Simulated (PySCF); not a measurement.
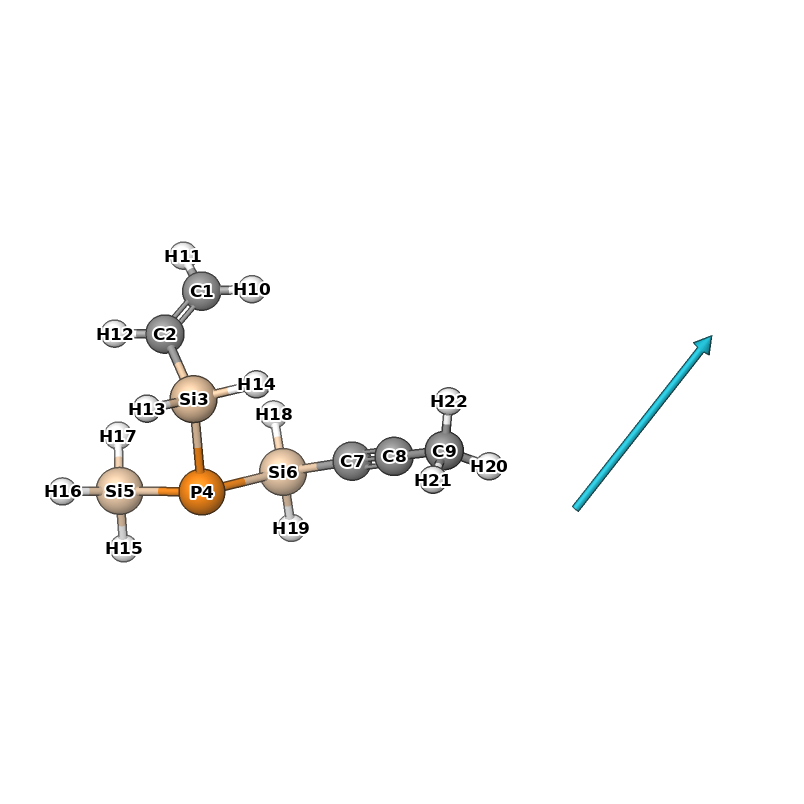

The arrow beside the molecule shows the direction of the dipole moment, from the negative to the positive end (its length means nothing). Computed geometry: GFN2-xTB optimisation. No frequency run is at hand to confirm it as a minimum. Level of theory: PBE0/pcSseg-1, gas phase (PySCF 2.14.0).

Q: How large is the dipole moment?

A: 1.86 D; it points from the side of H15 to the side of H22 (the outermost atoms at the two ends).

The geometry is semi-empirical. Around P, Si such bond lengths and angles can be off by a tenth of an ångström or more and by several degrees, and values that hang on the shape move with them.
